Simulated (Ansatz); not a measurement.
C2H4OSTe: several calculations on one system

## 1. Relaxation

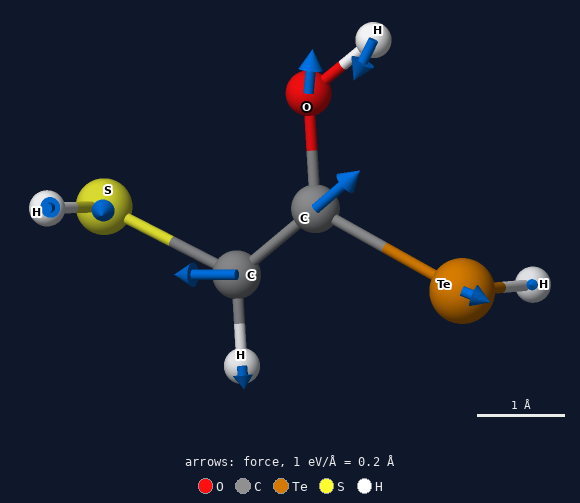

Starting geometry of C$_{2}$H$_{4}$OSTe with the computed forces as blue arrows. A ball-and-stick model, seen at a tilt.

The run prepares an end point of a later path (torsion) calculation, from a guessed geometry.

The calculation used Ansatz, RKS BLYP-D4/def2-SVP. (no spin polarisation; force threshold 0.015 eV/Å; at most 40 steps)

Q: What follows when this structure is relaxed?

A: It isn't relaxed: the largest force vector, on a C atom, is 4.07 eV/Å. The final displacements have little in common with the starting forces (cosine between the two patterns 0.26). The atom that moves furthest after the best rigid fit is an H atom (1.23 Å). Largest moves by element: H 1.23 Å, S 0.66 Å, C 0.27 Å, Te 0.21 Å, O 0.18 Å. Some distances before and after: C–S 1.866 → 1.779 Å, H–S 1.440 → 1.364 Å, C–Te 2.091 → 2.161 Å, C–C 1.295 → 1.357 Å. Bond angles that change, for instance: C–O–H 124.9° → 108.6°, C–C–S 118.8° → 125.1°, Te–C–C 116.7° → 120.5°. Groups turn about C–S by about 85°, C–O by about 25°, C–Te by about 25°. The energy falls by 17.8 kcal/mol in 13 accepted moves (16 points after the start). Largest force component: 3.3 eV/Å at the start, 0.012 eV/Å at the end. The line search rejected the trial steps at points 9, 12, 14 of the run.

## 2. Relaxation

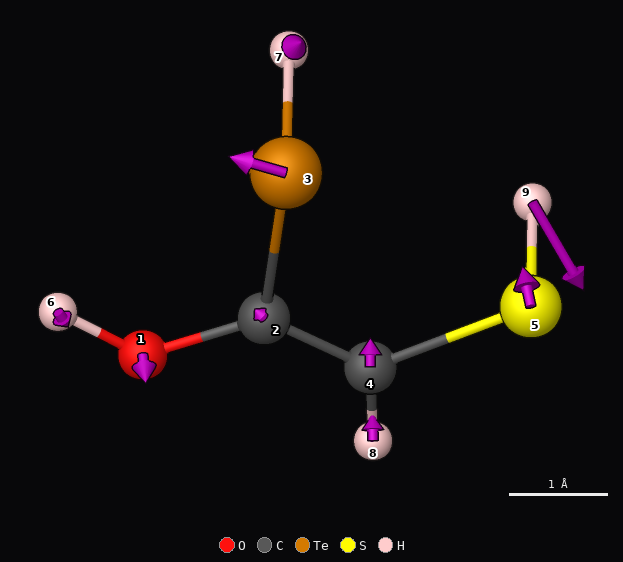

A relaxation of C2H4OSTe. The starting structure is drawn; purple arrows show the displacements, at their true length. The two geometries are superimposed by the best rigid fit.

Style: ball-and-stick. Shown at a tilt.

The run prepares an end point of a later path (torsion) calculation, from a guessed geometry.

Theory: RKS BLYP-D4/def2-SVP (Ansatz 0.2.0). Set-up: no spin polarisation; force threshold 0.015 eV/Å; at most 40 steps.

> Which element moves most?

Hydrogen: up to 1.12 Å, against 0.64 Å for tellurium.

> What did the optimiser do to the structure, and how much energy did it gain?

The atom that moves furthest after the best rigid fit is H9 (1.12 Å). By element the largest moves are H 1.12 Å, Te 0.64 Å, S 0.46 Å, O 0.35 Å, C 0.31 Å. Among the contacts that change: Te3–S5 3.141 → 3.593 Å, C2–Te3 2.091 → 2.188 Å, C4–S5 1.866 → 1.780 Å, S5–H9 1.440 → 1.366 Å. Bond angles that change, for instance: C2–O1–H6 124.9° → 108.0°, Te3–C2–C4 116.7° → 123.7°, C2–C4–H8 124.4° → 117.8°. Groups turn about C4–S5 by about 70°, C2–Te3 by about 40°, O1–C2 by about 30°. After 18 accepted moves (22 points after the start) the energy has fallen by 1.007 eV. Largest force component: 3.2 eV/Å at the start, 0.013 eV/Å at the end. The line search rejected the trial steps at points 10, 12, 15, 17 of the run. The forces were under the threshold at step 14, but the run went on from there. Cost: 42 s on 2 threads of Intel(R) Xeon(R) CPU @ 2.60GHz (Ice Lake) (shared host), peak memory 0.17 GiB.

## 3. Path

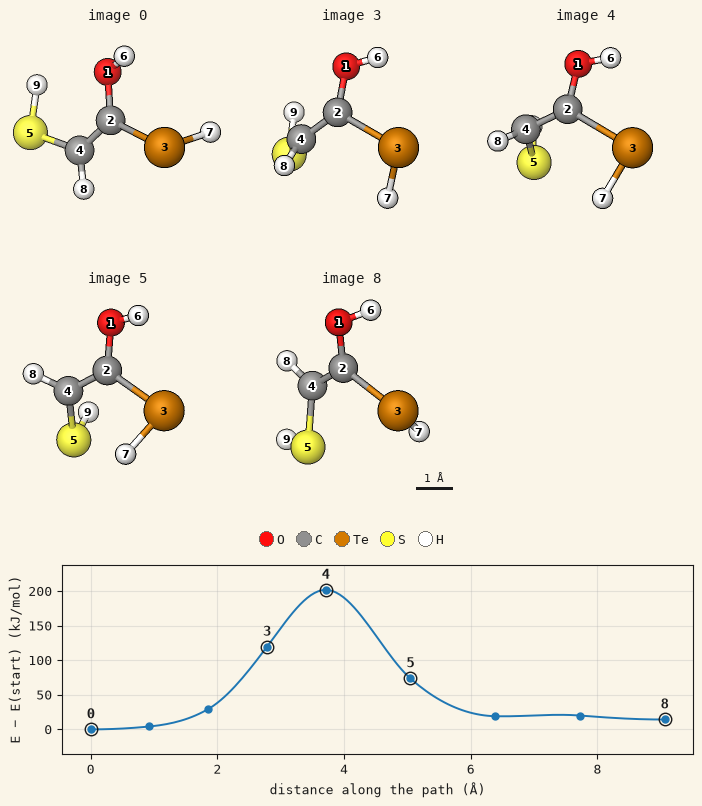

NEB run on C₂H₄OSTe. Images are numbered from 0 (start) to 8 (end). The picture is a ball-and-stick view, seen at a tilt.

All numbers below come from RKS BLYP-D4/def2-SVP in Ansatz 0.2.0. Set-up: 7 movable images; climbing image; force threshold 0.03 eV/Å; iteration limit 60; starting path through a guess of the saddle point.

Question: Describe the mechanism and the energy profile.

Answer: The path has more than one stage, and so few images may leave a stage unresolved. No bond forms or breaks between the ends. Bond angles that change up to the highest image, for instance: C2–C4–S5 125.1° → 113.2°, O1–C2–Te3 118.3° → 108.3°. The energy climbs by 201.9 kJ/mol to image 4 and then falls by 187.6 kJ/mol, so the end point sits at +14.3 kJ/mol. The band converged in 28 iterations. The largest component of the band force went from 23 to 0.024 eV/Å. The climbing image converged on the top of the path. Its vibrational analysis gives one imaginary mode (517i cm⁻¹), as a transition state must have.
